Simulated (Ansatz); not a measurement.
**AlSiH (triplet): one geometry, many settings**

Aim: run AlSiH (triplet) at one geometry under a spread of methods and options, and see what each costs and gives.

Method: the settings change from run to run; program: Ansatz 0.2.0, Gaussian basis.

24 further runs of the same task are left out: 8 that didn't finish, 16 set aside as unsound or not needed.

## Step 1: The geometry

The geometry is a PBE0/def2-TZVP stationary point (not a proven minimum).

3 atoms, charge 0, spin multiplicity 3.

Atoms are counted from 1 here; the program's logs count them from 0.

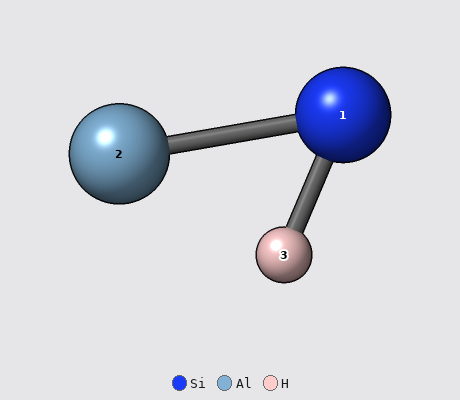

The geometry (silicon blue, aluminium light blue, hydrogen pink); atoms are numbered from 1 in the order of the file.

## Step 2: CCSD(T) on UHF/6-31G

Contents of in.yaml:

```yaml
crystal:
  periodic: [false, false, false]
  atoms:
    - {symbol: Si, position_ang: [0.000000, -0.035961, 1.165412]}
    - {symbol: Al, position_ang: [0.000000, -0.011793, -1.224879]}
    - {symbol: H, position_ang: [0.000000, 1.317723, 0.315431]}
basis:
  gaussian: {orbitals: 6-31G}
magnetization: {spin_polarized: true, initial_magnetization: 2}
correlation: {method: ccsd_t, electrons: all}
```

Started as:

```bash
$ ansatz run in.yaml --threads 1 --pin off --events-out ev --progress --plain --max-ram 2393MiB
```

Log:

```text
Functional definition: HF
  name "HF"
  cite "Fock, Z. Phys. 61, 126 (1930) doi:10.1007/BF01340294"
  parent pbe
  exchange = exact_x
  correlation = 0
310 factors; integrals over basis functions are off by at most 2.1e-4 eV
mean field evaluation 1: about -14456.5287 eV, gradient 5.3e0 eV
mean field evaluation 2: about -14456.5324 eV, gradient 5.3e0 eV
mean field evaluation 4: about -14457.0243 eV, gradient 1.1e0 eV
mean field evaluation 8: about -14457.0682 eV, gradient 1.2e-2 eV
mean field evaluation 16: about -14457.0193 eV, gradient 1.1e0 eV
mean field evaluation 32: about -14454.3957 eV, gradient 3.9e-1 eV
mean field evaluation 64: about -14454.4711 eV, gradient 5.4e-1 eV
mean field -14457.06825038 eV, -531.2874588488 hartree, gradient 2.9e-6 eV, S^2 2.047112; 3 other end points of the search recorded, 0 dependent functions left out
determinant -14457.06825038 eV, -531.2874588488 hartree, with singles and doubles -14459.71788162 eV, -531.3848310009 hartree
determinant -14454.41067662 eV, -531.1897948144 hartree, with singles and doubles -14456.87310056 eV, -531.2802872252 hartree
reference -14457.06825038 eV, -531.2874588488 hartree; 15, 13 occupied and 13, 15 virtual orbitals, 310 factors
second order -1.93286219 eV of doubles, -0.00000000 eV of singles
cycle   1  -2.64862404 eV  change    1.0e-3 eV  update   1.6e-3
cycle   2  -2.64797555 eV  change    6.5e-4 eV  update   1.1e-3
cycle   3  -2.64811388 eV  change   -1.4e-4 eV  update   4.3e-4
cycle   4  -2.64838686 eV  change   -2.7e-4 eV  update   2.4e-4
cycle   5  -2.64856662 eV  change   -1.8e-4 eV  update   7.7e-5
cycle   6  -2.64862797 eV  change   -6.1e-5 eV  update   2.2e-5
cycle   7  -2.64863030 eV  change   -2.3e-6 eV  update   8.0e-6
perturbative correction -0.08359039 eV, -0.0030718901 hartree
Total energy: -14459.80047107 eV, -531.3878661072 hartree
```

Wall time 1.4 s (1 thread of Arm Neoverse V1, shared host).

From the report: ⟨S²⟩ of the determinant 2.047 (pure triplet: 2.00); correlation -2.7322 eV; T1 0.021; largest double amplitude 0.10.

## Step 3: BCCD on UHF/6-31G

in.yaml, as its differences from that of step 2:

```diff
@@ -9,2 +9,3 @@
 magnetization: {spin_polarized: true, initial_magnetization: 2}
-correlation: {method: ccsd_t, electrons: all}
+correlation: {method: bccd, electrons: all}
+accuracy: high
```

Same command.

Log (excerpt; [...] marks lines left out):

```text
Functional definition: HF
  name "HF"
  cite "Fock, Z. Phys. 61, 126 (1930) doi:10.1007/BF01340294"
  parent pbe
[...]
595 factors; integrals over basis functions are off by at most 3.4e-9 eV
[...]
mean field -14457.06832287 eV, -531.2874615126 hartree, gradient 1.3e-8 eV, S^2 2.047113; 3 other end points of the search recorded, 0 dependent functions left out
determinant -14457.06832287 eV, -531.2874615126 hartree, with singles and doubles -14459.71795611 eV, -531.3848337380 hartree
determinant -14454.41073341 eV, -531.1897969014 hartree, with singles and doubles -14456.87316151 eV, -531.2802894648 hartree
reference -14457.06832287 eV, -531.2874615126 hartree; 15, 13 occupied and 13, 15 virtual orbitals, 595 factors
second order -1.93288756 eV of doubles, -0.00000000 eV of singles
cycle   1  -2.64204518 eV  change    7.6e-3 eV  update   1.4e-2
[...]
cycle  22  -2.63473426 eV  change  -5.0e-10 eV  update   2.7e-9
Total energy: -14459.70305713 eV, -531.3842862107 hartree
```

It took 3 s on 1 thread of Arm Neoverse V1, shared host.

From the report: ⟨S²⟩ of the determinant 2.047 (pure triplet: 2.00); correlation -2.6347 eV; largest double amplitude 0.10.

## Step 4: CCSD(T) on UHF/6-31G

in.yaml, as its differences from that of step 3:

```diff
@@ -7,5 +7,5 @@
 basis:
-  gaussian: {orbitals: 6-31G}
+  gaussian: {orbitals: 6-31G, fitting: {mean_field: def2-universal-jkfit}}
 magnetization: {spin_polarized: true, initial_magnetization: 2}
-correlation: {method: bccd, electrons: all}
-accuracy: high
+correlation: {method: ccsd_t, electrons: valence}
+scf: {lower_state_search: full}
```

The command is unchanged.

Log (excerpt; [...] marks lines left out):

```text
Functional definition: HF
  name "HF"
  cite "Fock, Z. Phys. 61, 126 (1930) doi:10.1007/BF01340294"
  parent pbe
[...]
274 factors; integrals over basis functions are off by at most 8.9e-2 eV
[...]
mean field -14457.06833409 eV, -531.2874619249 hartree, gradient 2.7e-6 eV, S^2 2.047114; 8 other end points of the search recorded, 0 dependent functions left out
determinant -14457.06833409 eV, -531.2874619249 hartree, with singles and doubles -14459.53893772 eV, -531.3782549339 hartree
determinant -14454.41077949 eV, -531.1897985948 hartree, with singles and doubles -14456.69569897 eV, -531.2737678368 hartree
10 core orbitals not correlated: weight in the atoms' cores, before any rotation towards them, 1.000 or more for the frozen orbitals, at most 0.000 for the correlated occupied ones
reference -14457.06833409 eV, -531.2874619249 hartree; 5, 3 occupied and 13, 15 virtual orbitals, 274 factors
second order -1.73692137 eV of doubles, -0.00000000 eV of singles
cycle   1  -2.46978248 eV  change    8.2e-4 eV  update   1.6e-3
[...]
cycle   8  -2.46976793 eV  change    6.1e-6 eV  update   3.4e-6
perturbative correction -0.07644092 eV, -0.0028091519 hartree
Total energy: -14459.61454294 eV, -531.3810333742 hartree
```

It took 0.99 s on 1 thread of Arm Neoverse V1, shared host.

From the report: ⟨S²⟩ of the determinant 2.047 (pure triplet: 2.00); correlation -2.5462 eV; T1 0.040; largest double amplitude 0.10.

## Step 5: CASSCF(6,4)/6-31G

Contents of in.yaml:

```yaml
crystal:
  periodic: [false, false, false]
  atoms:
    - {symbol: Si, position_ang: [0.000000, -0.035961, 1.165412]}
    - {symbol: Al, position_ang: [0.000000, -0.011793, -1.224879]}
    - {symbol: H, position_ang: [0.000000, 1.317723, 0.315431]}
basis:
  gaussian: {orbitals: 6-31G}
magnetization: {spin_polarized: false, initial_magnetization: 2}
correlation: {active_space: {window: {electrons: 6, orbitals: 4}}}
```

Same command.

Log:

```text
Functional definition: HF
  name "HF"
  cite "Fock, Z. Phys. 61, 126 (1930) doi:10.1007/BF01340294"
  parent pbe
  exchange = exact_x
  correlation = 0
310 factors; integrals over basis functions are off by at most 2.1e-4 eV
mean field evaluation 1: about -14456.5623 eV, gradient 5.3e0 eV
mean field evaluation 2: about -14456.5653 eV, gradient 5.3e0 eV
mean field evaluation 4: about -14456.8740 eV, gradient 1.2e0 eV
mean field evaluation 8: about -14456.9082 eV, gradient 4.7e-2 eV
mean field evaluation 16: about -14456.8827 eV, gradient 5.6e-1 eV
mean field -14456.90826189 eV, -531.2815793803 hartree, gradient 2.8e-6 eV, S^2 2.000000; 2 other end points of the search recorded, 0 dependent functions left out
reference -14456.90826189 eV, -531.2815793803 hartree; 15, 13 occupied and 13, 15 virtual orbitals, 310 factors
state -14456.90882100 eV, -531.2815999271 hartree
Total energy: -14456.90882100 eV, -531.2815999271 hartree
```

Run time: 0.63 s. Hardware: 1 thread of Arm Neoverse V1, shared host.

From the report: 16 determinants; active occupations 2.00, 2.00, 1.00, 1.00.

## Step 6: CASCI(2,7)/def2-SVP

in.yaml, as its differences from that of step 5:

```diff
@@ -7,4 +7,4 @@
 basis:
-  gaussian: {orbitals: 6-31G}
+  gaussian: {orbitals: def2-SVP}
 magnetization: {spin_polarized: false, initial_magnetization: 2}
-correlation: {active_space: {window: {electrons: 6, orbitals: 4}}}
+correlation: {active_space: {window: {electrons: 2, orbitals: 7}, fixed_orbitals: true, states: [{multiplicity: 3, weights: [0.5, 0.5]}], root: 0}}
```

The command is unchanged.

Log:

```text
Functional definition: HF
  name "HF"
  cite "Fock, Z. Phys. 61, 126 (1930) doi:10.1007/BF01340294"
  parent pbe
  exchange = exact_x
  correlation = 0
638 factors; integrals over basis functions are off by at most 1.4e-7 eV
mean field evaluation 1: about -14453.5514 eV, gradient 6.0e0 eV
mean field evaluation 2: about -14453.5530 eV, gradient 6.0e0 eV
mean field evaluation 4: about -14453.8977 eV, gradient 1.4e0 eV
mean field evaluation 8: about -14453.9282 eV, gradient 9.0e-2 eV
mean field evaluation 16: about -14453.6216 eV, gradient 2.0e0 eV
mean field -14453.92907800 eV, -531.1720963914 hartree, gradient 2.1e-6 eV, S^2 2.000000; 2 other end points of the search recorded, 0 dependent functions left out
reference -14453.92907800 eV, -531.1720963914 hartree; 15, 13 occupied and 26, 28 virtual orbitals, 638 factors
state -14453.96867475 eV, -531.1735515454 hartree
state -14450.68228811 eV, -531.0527790640 hartree
Total energy: -14453.96867475 eV, -531.1735515454 hartree
```

Run time: 0.39 s. Hardware: 1 thread of Arm Neoverse V1, shared host.

From the report: 20 determinants; active occupations (of the averaged states) 1.00, 0.50, 0.50, 0.00, 0.00, 0.00, 0.00.

## Step 7: NEVPT4(SD)(4,4)/6-31G

Contents of in.yaml:

```yaml
crystal:
  periodic: [false, false, false]
  atoms:
    - {symbol: Si, position_ang: [0.000000, -0.035961, 1.165412]}
    - {symbol: Al, position_ang: [0.000000, -0.011793, -1.224879]}
    - {symbol: H, position_ang: [0.000000, 1.317723, 0.315431]}
basis:
  gaussian: {orbitals: 6-31G}
magnetization: {spin_polarized: false, initial_magnetization: 2}
hamiltonian: {pseudopotentials: {relativity: scalar}}
correlation: {method: fic_nevpt4_sd, electrons: outside_noble_gas, active_space: {window: {electrons: 4, orbitals: 4}}}
scf: {lower_state_search: full}
```

Launched as before.

Log (excerpt; [...] marks lines left out):

```text
Functional definition: HF
  name "HF"
  cite "Fock, Z. Phys. 61, 126 (1930) doi:10.1007/BF01340294"
  parent pbe
[...]
313 factors; integrals over basis functions are off by at most 2.1e-4 eV
[...]
mean field -14482.54287396 eV, -532.2236339978 hartree, gradient 2.3e-6 eV, S^2 2.000000; 8 other end points of the search recorded, 0 dependent functions left out
reference -14482.54287396 eV, -532.2236339978 hartree; 15, 13 occupied and 13, 15 virtual orbitals, 313 factors
state -14482.97747819 eV, -532.2396054087 hartree
state -14482.97747819 eV, -532.2396054087 hartree; corrected -14485.10631467 eV, -532.3178387065 hartree
state -14482.95816889 eV, -532.2388958050 hartree
state -14482.95816889 eV, -532.2388958050 hartree; corrected -14485.11907742 eV, -532.3183077288 hartree
state -14482.95816889 eV, -532.2388958050 hartree; corrected -14485.11907742 eV, -532.3183077288 hartree
WARN: the results are in doubt because another end's mean lies 0.019 eV lower, and its corrected mean 0.013 eV higher
Total energy: -14485.11907742 eV, -532.3183077288 hartree
Relativity: scalar
In doubt: another end's mean lies 0.019 eV lower, and its corrected mean 0.013 eV higher
```

Wall time 1.7 s (1 thread of Arm Neoverse V1, shared host).

From the report: 16 determinants; active occupations 1.93, 1.02, 0.98, 0.07. The program marks this result as in doubt; its last lines say why.

## Step 8: CCSD/STO-3G

Contents of in.yaml:

```yaml
crystal:
  periodic: [false, false, false]
  atoms:
    - {symbol: Si, position_ang: [0.000000, -0.035961, 1.165412]}
    - {symbol: Al, position_ang: [0.000000, -0.011793, -1.224879]}
    - {symbol: H, position_ang: [0.000000, 1.317723, 0.315431]}
basis:
  gaussian: {orbitals: STO-3G}
magnetization: {spin_polarized: false, initial_magnetization: 2}
hamiltonian: {xc: {name: B3LYP}, pseudopotentials: {relativity: scalar}}
correlation: {method: ccsd, electrons: valence}
output: {forces: true}
```

Same command.

Log (excerpt; [...] marks lines left out):

```text
Functional definition: B3LYP
  name "B3LYP"
  cite "Stephens, Devlin, Chabalowski & Frisch, J. Phys. Chem. 98, 11623 (1994) doi:10.1021/j100096a001"
  cite "Becke, Phys. Rev. A 38, 3098 (1988) doi:10.1103/PhysRevA.38.3098"
  cite "Lee, Yang & Parr, Phys. Rev. B 37, 785 (1988) doi:10.1103/PhysRevB.37.785"
  cite "Vosko, Wilk & Nusair, Can. J. Phys. 58, 1200 (1980) doi:10.1139/p80-159"
[...]
199 factors; integrals over basis functions are off by at most 5.1e-5 eV
[...]
mean field -14336.55087801 eV, -526.8585271037 hartree, gradient 3.3e-7 eV, S^2 2.000000; 0 other end points of the search recorded, 0 dependent functions left out
10 core orbitals not correlated: weight in the atoms' cores, before any rotation towards them, 0.999 or more for the frozen orbitals, at most 0.000 for the correlated occupied ones
reference -14308.08837770 eV, -525.8125495099 hartree; 5, 3 occupied and 4, 6 virtual orbitals, 199 factors
second order -1.61336711 eV of doubles, -0.22726330 eV of singles
cycle   1  -2.08381204 eV  change   -2.4e-1 eV  update   7.4e-2
[...]
cycle  13  -2.30491297 eV  change    7.7e-7 eV  update   7.5e-7
[...]
Total energy: -14310.39329067 eV, -525.8972534993 hartree
Relativity: scalar
Atom 0 at     0.000000    -0.035961     1.165412 Å, force     0.000000     0.272143    -1.990518 eV/Å
Atom 1 at     0.000000    -0.011793    -1.224879 Å, force     0.000000    -0.206150     1.613870 eV/Å
Atom 2 at     0.000000     1.317723     0.315431 Å, force     0.000000    -0.065993     0.376648 eV/Å
Dipole moment:     0.000000    -0.061677    -0.601438 e Å
```

Run time: 1.4 s. Hardware: 1 thread of Arm Neoverse V1, shared host.

From the report: correlation -2.3049 eV; T1 0.027; largest double amplitude 0.08. The orbitals are Kohn-Sham ones, so correlation energy and T1 don't compare with those on Hartree-Fock orbitals.

## Step 9: MP2 on ROHF/6-31G

Contents of in.yaml:

```yaml
crystal:
  periodic: [false, false, false]
  atoms:
    - {symbol: Si, position_ang: [0.000000, -0.035961, 1.165412]}
    - {symbol: Al, position_ang: [0.000000, -0.011793, -1.224879]}
    - {symbol: H, position_ang: [0.000000, 1.317723, 0.315431]}
basis:
  gaussian: {orbitals: 6-31G}
magnetization: {spin_polarized: false, initial_magnetization: 2}
hamiltonian: {pseudopotentials: {relativity: scalar}}
correlation: {method: mp2, electrons: outside_noble_gas}
```

Same command.

Log (excerpt; [...] marks lines left out):

```text
Functional definition: HF
  name "HF"
  cite "Fock, Z. Phys. 61, 126 (1930) doi:10.1007/BF01340294"
  parent pbe
[...]
313 factors; integrals over basis functions are off by at most 2.1e-4 eV
[...]
mean field -14482.54287396 eV, -532.2236339978 hartree, gradient 2.3e-6 eV, S^2 2.000000; 2 other end points of the search recorded, 0 dependent functions left out
[...]
10 core orbitals not correlated: weight in the atoms' cores, before any rotation towards them, 1.000 or more for the frozen orbitals, at most 0.000 for the correlated occupied ones
reference -14482.54287396 eV, -532.2236339978 hartree; 5, 3 occupied and 13, 15 virtual orbitals, 313 factors
second order -1.85490864 eV of doubles, -0.07278371 eV of singles
Total energy: -14484.47056630 eV, -532.2944753848 hartree
Relativity: scalar
```

It took 0.3 s on 1 thread of Arm Neoverse V1, shared host.

## Step 10: CCSDT(Q) on UHF/def2-SVP

Contents of in.yaml:

```yaml
crystal:
  periodic: [false, false, false]
  atoms:
    - {symbol: Si, position_ang: [0.000000, -0.035961, 1.165412]}
    - {symbol: Al, position_ang: [0.000000, -0.011793, -1.224879]}
    - {symbol: H, position_ang: [0.000000, 1.317723, 0.315431]}
basis:
  gaussian: {orbitals: def2-SVP}
magnetization: {spin_polarized: true, initial_magnetization: 2}
hamiltonian: {pseudopotentials: {relativity: scalar}}
correlation: {method: ccsdt_q, electrons: outside_noble_gas}
scf: {omitted_lower_state_checks: [cluster_reference]}
```

Launched as before.

Log (excerpt; [...] marks lines left out):

```text
Functional definition: HF
  name "HF"
  cite "Fock, Z. Phys. 61, 126 (1930) doi:10.1007/BF01340294"
  parent pbe
[...]
638 factors; integrals over basis functions are off by at most 1.4e-7 eV
[...]
mean field -14479.79145377 eV, -532.1225211710 hartree, gradient 2.0e-6 eV, S^2 2.077062; 2 other end points of the search recorded, 0 dependent functions left out
10 core orbitals not correlated: weight in the atoms' cores, before any rotation towards them, 1.000 or more for the frozen orbitals, at most 0.000 for the correlated occupied ones
reference -14479.79145377 eV, -532.1225211710 hartree; 5, 3 occupied and 26, 28 virtual orbitals, 638 factors
second order -3.14798153 eV of doubles, -0.00000000 eV of singles
cycle   1  -3.73704378 eV  change   -5.9e-1 eV  update   9.6e-2
[...]
cycle  20  -4.29536964 eV  change   -1.2e-7 eV  update   2.7e-7
perturbative correction -0.01105046 eV, -0.0004060967 hartree
Total energy: -14484.09787387 eV, -532.2807791905 hartree
Relativity: scalar
Checks for a lower state left out: cluster_reference
```

Run time: 8 s. Hardware: 1 thread of Arm Neoverse V1, shared host.

From the report: ⟨S²⟩ of the determinant 2.077 (pure triplet: 2.00); correlation -4.3064 eV; T1 0.041; largest double amplitude 0.10.

## Step 11: The runs in one table

Where basis and cores are those of an earlier FCI/6-31G run (-14459.6456 eV), and the state is the same kind, the miss against it is given. † marks a result that the program doubts.

| level | correlated | functions | energy (eV) | from FCI (meV) | time |
| --- | --- | --- | --- | --- | --- |
| CCSD(T) on UHF/6-31G | all | 28 | -14459.8005 |  | 1.4 s |
| BCCD on UHF/6-31G | all | 28 | -14459.7031 |  | 3 s |
| CCSD(T) on UHF/6-31G | valence | 28 | -14459.6145 | 31.0 | 0.99 s |
| CASSCF(6,4)/6-31G |  | 28 | -14456.9088 | 2736.7 | 0.63 s |
| CASCI(2,7)/def2-SVP (lowest root of an average) |  | 41 | -14453.9687 |  | 0.39 s |
| NEVPT4(SD)(4,4)/6-31G (relativity set) † | outside noble gas | 28 | -14485.1191 |  | 1.7 s |
| CCSD/STO-3G (on B3LYP orbitals, relativity set) | valence | 19 | -14310.3933 |  | 1.4 s |
| MP2 on ROHF/6-31G (relativity set) | outside noble gas | 28 | -14484.4706 |  | 0.3 s |
| CCSDT(Q) on UHF/def2-SVP (relativity set) | outside noble gas | 41 | -14484.0979 |  | 8 s |

## Step 12: Results

| quantity | value |
| --- | --- |
| runs | 9 |
| quickest | MP2 on ROHF/6-31G (relativity set), 0.3 s |
| slowest | CCSDT(Q) on UHF/def2-SVP (relativity set), 8 s |

What this shows: Total energies in different bases, with other cores or another treatment of relativity can't be set against each other. CCSDT(Q) on UHF/def2-SVP (relativity set) took 27 times as long as MP2 on ROHF/6-31G (relativity set); the jobs differ in more than the method. Hartree-Fock, CASSCF and CASCI lack dynamic correlation by design.
